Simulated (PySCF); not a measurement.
## BHCl: geometry relaxation

BHCl, multiplicity 2, SMILES [BH]Cl, computed with HF/MINAO, UHF, COSMO solvent acetonitrile (PySCF 2.14.0).

The geometry: force field. Figures and captions count atoms from 1; the log counts them from 0 in places.

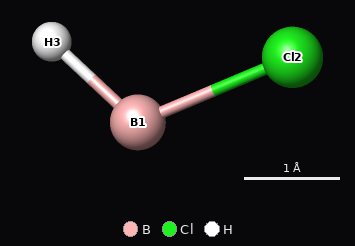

*The starting structure (ball-and-stick view, seen at a tilt; atoms are numbered from 1 in the order of the input).*

Bond lengths as drawn: B–Cl 1.85 Å and B–H 1.27 Å.

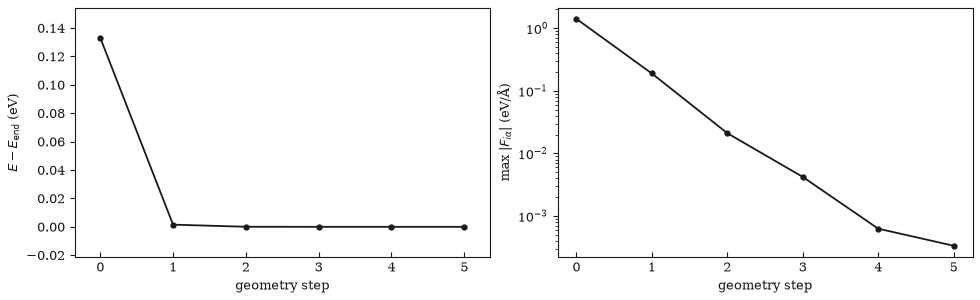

*Progress of the relaxation, step by step (steps are counted from 0).*

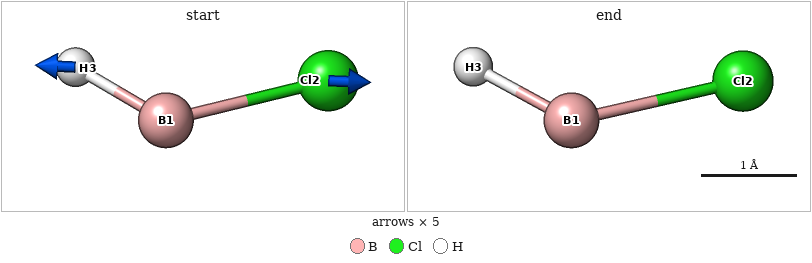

*Before (left) and after (right) the relaxation, at one scale (ball-and-stick view, seen at a tilt). The blue arrows give the displacements, magnified 5 times.*

Cl2 moves most after the best rigid fit: 0.092 Å. By element the largest moves are Cl 0.092 Å, H 0.087 Å, B 0.005 Å. Among the contacts that change: B1–Cl2 1.846 → 1.935 Å, B1–H3 1.271 → 1.337 Å. Among the angles that change: Cl2–B1–H3 116.3° → 119.6°. After 5 geometry steps the energy has fallen by 0.133 eV. The largest force component goes from 1.4 to 0.00034 eV/Å. (Atoms are counted from 1 in the order of the input.)

These pictures come from the run below.

Input file (run.py)
```python
from pyscf import gto, solvent
from pyscf.geomopt.geometric_solver import kernel as optimise

mol = gto.Mole()
mol.atom = '''
B    0.073500  -0.587600  -0.032000
Cl   0.956400   0.895200   0.623400
H   -1.040800  -0.372400  -0.604700
'''
mol.verbose = 3
mol.spin = 1
mol.basis = 'minao'
mol.max_memory = 1860
mol.build()

hf = mol.UHF()
hf = hf.PCM()
hf.with_solvent.method = 'COSMO'
hf.with_solvent.eps = 35.688
hf.max_cycle = 100
hf = hf.newton()
converged, mol_eq = optimise(hf, maxsteps=100, convergence_set='GAU_TIGHT')
print('converged:', converged)
print(mol_eq.tostring())

hf.reset(mol_eq)
mol = mol_eq
hf.kernel()
etot = hf.e_tot
print('E(%s) = %.9f' % ('HF', etot))
```

Command:
```bash
OMP_NUM_THREADS=1 python run.py
```

Log
```
#|     Arguments passed to driver run_optimizer():      |#
convergence_set           GAU_TIGHT
customengine              <pyscf.geomopt.geometric_solver.PySCFEngine object>
maxiter                   100
----------------------------------------------------------
Custom engine selected.
Bonds will be generated from interatomic distances less than 1.20 times sum of covalent radii
9 internal coordinates being used (instead of 9 Cartesians)
Internal coordinate system (atoms numbered from 1):
Distance 1-2
Distance 1-3
Angle 2-1-3
Translation-X 1-3
Translation-Y 1-3
Translation-Z 1-3
Rotation-A 1-3
Rotation-B 1-3
Rotation-C 1-3
<class 'geometric.internal.Distance'> : 2
<class 'geometric.internal.Angle'> : 1
<class 'geometric.internal.TranslationX'> : 1
<class 'geometric.internal.TranslationY'> : 1
<class 'geometric.internal.TranslationZ'> : 1
<class 'geometric.internal.RotationA'> : 1
<class 'geometric.internal.RotationB'> : 1
<class 'geometric.internal.RotationC'> : 1
> ===== Optimization Info: ====
> Job type: Energy minimization
> Maximum number of optimization cycles: 100
> Initial / maximum trust radius (Angstrom): 0.100 / 0.300
> Convergence Criteria:
> Will converge when all 5 criteria are reached:
>  |Delta-E| < 1.00e-06
>  RMS-Grad  < 1.00e-05
>  Max-Grad  < 1.50e-05
>  RMS-Disp  < 4.00e-05
>  Max-Disp  < 6.00e-05
> === End Optimization Info ===

Geometry optimization cycle 1
Cartesian coordinates (Angstrom)
 Atom        New coordinates             dX        dY        dZ
   B   0.073500  -0.587600  -0.032000    0.000000  0.000000  0.000000
  Cl   0.956400   0.895200   0.623400    0.000000  0.000000  0.000000
   H  -1.040800  -0.372400  -0.604700    0.000000  0.000000  0.000000

WARN: Mole.unit (angstrom) is changed to Bohr

WARN: PCM is an experimental feature. It is still in testing.
Features and APIs may be changed in the future.

WARN: HOMO -0.105895651935259 >= LUMO -0.105895651935259

converged SCF energy = -484.645761313767  <S^2> = 0.75275727  2S+1 = 2.0027554
--------------- SecondOrderPCMUHF_Scanner (+PCM) gradients ---------------
         x                y                z
0 B    -0.0056905543     0.0275220867     0.0002907789
1 Cl    -0.0200074230    -0.0274411632    -0.0140968155
2 H     0.0256979773    -0.0000809235     0.0138060366
----------------------------------------------
cycle 1: E = -484.645761314  dE = -484.646  norm(grad) = 0.054708
Step    0 : Gradient = 3.159e-02/3.677e-02 (rms/max) Energy = -484.6457613138
Hessian Eigenvalues: 5.00000e-02 5.00000e-02 5.00000e-02 ... 1.60000e-01 2.01207e-01 2.28032e-01

Geometry optimization cycle 2
Cartesian coordinates (Angstrom)
 Atom        New coordinates             dX        dY        dZ
   B   0.072440  -0.583626  -0.032056   -0.001060  0.003974 -0.000056
  Cl   1.030042   0.939884   0.668379    0.073642  0.044684  0.044979
   H  -1.113382  -0.421058  -0.649623   -0.072582 -0.048658 -0.044923

WARN: PCM is an experimental feature. It is still in testing.
Features and APIs may be changed in the future.

converged SCF energy = -484.650599478704  <S^2> = 0.75280086  2S+1 = 2.0027989
--------------- SecondOrderPCMUHF_Scanner (+PCM) gradients ---------------
         x                y                z
0 B     0.0036872586     0.0015153685     0.0021565540
1 Cl    -0.0001995006    -0.0012428440    -0.0002570087
2 H    -0.0034877580    -0.0002725245    -0.0018995452
----------------------------------------------
cycle 2: E = -484.650599479  dE = -0.00483816  norm(grad) = 0.00616769
Step    1 : Displace = 7.982e-02/9.824e-02 (rms/max) Trust = 1.000e-01 (=) Grad = 3.561e-03/4.532e-03 (rms/max) E (change) = -484.6505994787 (-4.838e-03) Quality = 0.892
Hessian Eigenvalues: 5.00000e-02 5.00000e-02 5.00000e-02 ... 1.62436e-01 2.11823e-01 2.23403e-01

Geometry optimization cycle 3
Cartesian coordinates (Angstrom)
 Atom        New coordinates             dX        dY        dZ
   B   0.070154  -0.588771  -0.033891   -0.002286 -0.005146 -0.001835
  Cl   1.025704   0.940230   0.666144   -0.004338  0.000347 -0.002235
   H  -1.106758  -0.416259  -0.645553    0.006624  0.004799  0.004070

WARN: PCM is an experimental feature. It is still in testing.
Features and APIs may be changed in the future.

converged SCF energy = -484.650654087131  <S^2> = 0.7528007  2S+1 = 2.0027987
--------------- SecondOrderPCMUHF_Scanner (+PCM) gradients ---------------
         x                y                z
0 B     0.0002111258     0.0004101316     0.0001541170
1 Cl     0.0000436192    -0.0002130787    -0.0000005805
2 H    -0.0002547450    -0.0001970529    -0.0001535365
----------------------------------------------
cycle 3: E = -484.650654087  dE = -5.46084e-05  norm(grad) = 0.0006412
Step    2 : Displace = 6.891e-03/9.149e-03 (rms/max) Trust = 1.414e-01 (+) Grad = 3.702e-04/4.863e-04 (rms/max) E (change) = -484.6506540871 (-5.461e-05) Quality = 1.129
Hessian Eigenvalues: 4.99986e-02 5.00000e-02 5.00000e-02 ... 1.42626e-01 2.10615e-01 2.23954e-01

Geometry optimization cycle 4
Cartesian coordinates (Angstrom)
 Atom        New coordinates             dX        dY        dZ
   B   0.070371  -0.590657  -0.033979    0.000217 -0.001886 -0.000088
  Cl   1.024273   0.940295   0.665429   -0.001431  0.000065 -0.000715
   H  -1.105545  -0.414438  -0.644750    0.001214  0.001821  0.000802

WARN: PCM is an experimental feature. It is still in testing.
Features and APIs may be changed in the future.

converged SCF energy = -484.650655741708  <S^2> = 0.75281116  2S+1 = 2.0028092
--------------- SecondOrderPCMUHF_Scanner (+PCM) gradients ---------------
         x                y                z
0 B    -0.0000530064     0.0000820107    -0.0000276404
1 Cl    -0.0000030300    -0.0000397407    -0.0000044143
2 H     0.0000560364    -0.0000422701     0.0000320547
----------------------------------------------
cycle 4: E = -484.650655742  dE = -1.65458e-06  norm(grad) = 0.000133648
Step    3 : Displace = 1.966e-03/2.308e-03 (rms/max) Trust = 2.000e-01 (+) Grad = 7.716e-05/1.015e-04 (rms/max) E (change) = -484.6506557417 (-1.655e-06) Quality = 1.089
Hessian Eigenvalues: 4.99392e-02 5.00000e-02 5.00000e-02 ... 1.22062e-01 2.12257e-01 2.37075e-01

Geometry optimization cycle 5
Cartesian coordinates (Angstrom)
 Atom        New coordinates             dX        dY        dZ
   B   0.070468  -0.590976  -0.033941    0.000096 -0.000319  0.000038
  Cl   1.024133   0.940300   0.665392   -0.000140  0.000005 -0.000037
   H  -1.105501  -0.414124  -0.644751    0.000044  0.000315 -0.000001

WARN: PCM is an experimental feature. It is still in testing.
Features and APIs may be changed in the future.

converged SCF energy = -484.650655787291  <S^2> = 0.75281385  2S+1 = 2.0028119
--------------- SecondOrderPCMUHF_Scanner (+PCM) gradients ---------------
         x                y                z
0 B    -0.0000056003     0.0000122039    -0.0000098972
1 Cl    -0.0000057332    -0.0000069334    -0.0000021343
2 H     0.0000113335    -0.0000052705     0.0000120315
----------------------------------------------
cycle 5: E = -484.650655787  dE = -4.55824e-08  norm(grad) = 2.57824e-05
Step    4 : Displace = 2.721e-04/3.413e-04 (rms/max) Trust = 2.828e-01 (+) Grad = 1.489e-05/1.735e-05 (rms/max) E (change) = -484.6506557873 (-4.558e-08) Quality = 1.126
Hessian Eigenvalues: 4.79067e-02 5.00000e-02 5.00000e-02 ... 1.22296e-01 2.12243e-01 2.17040e-01

Geometry optimization cycle 6
Cartesian coordinates (Angstrom)
 Atom        New coordinates             dX        dY        dZ
   B   0.070452  -0.591013  -0.033930   -0.000015 -0.000036  0.000011
  Cl   1.024158   0.940260   0.665440    0.000025 -0.000040  0.000048
   H  -1.105511  -0.414048  -0.644810   -0.000010  0.000076 -0.000059

WARN: PCM is an experimental feature. It is still in testing.
Features and APIs may be changed in the future.

converged SCF energy = -484.650655789601  <S^2> = 0.75281423  2S+1 = 2.0028122
--------------- SecondOrderPCMUHF_Scanner (+PCM) gradients ---------------
         x                y                z
0 B     0.0000052857     0.0000006819    -0.0000065069
1 Cl    -0.0000027549     0.0000006671     0.0000006845
2 H    -0.0000025308    -0.0000013490     0.0000058224
----------------------------------------------
cycle 6: E = -484.65065579  dE = -2.31012e-09  norm(grad) = 1.10169e-05
Step    5 : Displace = 2.691e-05/3.594e-05 (rms/max) Trust = 3.000e-01 (+) Grad = 6.361e-06/8.411e-06 (rms/max) E (change) = -484.6506557896 (-2.310e-09) Quality = 1.481
Hessian Eigenvalues: 4.79067e-02 5.00000e-02 5.00000e-02 ... 1.22296e-01 2.12243e-01 2.17040e-01
Converged! =D

converged: True
B           0.07045218       -0.59101255       -0.03392968
Cl          1.02415834        0.94026013        0.66543984
H          -1.10551051       -0.41404758       -0.64481016

WARN: PCM is an experimental feature. It is still in testing.
Features and APIs may be changed in the future.

WARN: HOMO -0.110262234099762 >= LUMO -0.110262234099762

converged SCF energy = -484.65065578935  <S^2> = 0.75281414  2S+1 = 2.0028122
E(HF) = -484.650655789
```

Trajectory as extended XYZ (Å, eV, eV/Å), 6 frames, from step=0 to step=5
```
3
Properties=species:S:1:pos:R:3:forces:R:3 step=0 energy=-13187.88300
B     0.0735   -0.5876   -0.0320    0.2926  -1.4152  -0.0150
Cl    0.9564    0.8952    0.6234    1.0288   1.4111   0.7249
H    -1.0408   -0.3724   -0.6047   -1.3214   0.0042  -0.7099
3
Properties=species:S:1:pos:R:3:forces:R:3 step=1 energy=-13188.01466
B     0.0724   -0.5836   -0.0321   -0.1896  -0.0779  -0.1109
Cl    1.0300    0.9399    0.6684    0.0103   0.0639   0.0132
H    -1.1134   -0.4211   -0.6496    0.1793   0.0140   0.0977
3
Properties=species:S:1:pos:R:3:forces:R:3 step=2 energy=-13188.01614
B     0.0702   -0.5888   -0.0339   -0.0109  -0.0211  -0.0079
Cl    1.0257    0.9402    0.6661   -0.0022   0.0110   0.0000
H    -1.1068   -0.4163   -0.6456    0.0131   0.0101   0.0079
3
Properties=species:S:1:pos:R:3:forces:R:3 step=3 energy=-13188.01619
B     0.0704   -0.5907   -0.0340    0.0027  -0.0042   0.0014
Cl    1.0243    0.9403    0.6654    0.0002   0.0020   0.0002
H    -1.1055   -0.4144   -0.6448   -0.0029   0.0022  -0.0016
3
Properties=species:S:1:pos:R:3:forces:R:3 step=4 energy=-13188.01619
B     0.0705   -0.5910   -0.0339    0.0003  -0.0006   0.0005
Cl    1.0241    0.9403    0.6654    0.0003   0.0004   0.0001
H    -1.1055   -0.4141   -0.6448   -0.0006   0.0003  -0.0006
3
Properties=species:S:1:pos:R:3:forces:R:3 step=5 energy=-13188.01619
B     0.0705   -0.5910   -0.0339   -0.0003   0.0000   0.0003
Cl    1.0242    0.9403    0.6654    0.0001   0.0000   0.0000
H    -1.1055   -0.4140   -0.6448    0.0001   0.0001  -0.0003
```

Key numbers

| quantity | value |
| --- | --- |
| outcome | converged |
| total energy | −484.650656 hartree |
| basis functions | 15 |
| ⟨S²⟩ | 0.753 |
| dipole moment | 1.54 D |
| hardware | 1 thread of Arm Neoverse V1, 24 GiB of memory available, shared host |
| wall time | 9 s |
| peak memory | 0.19 GiB |
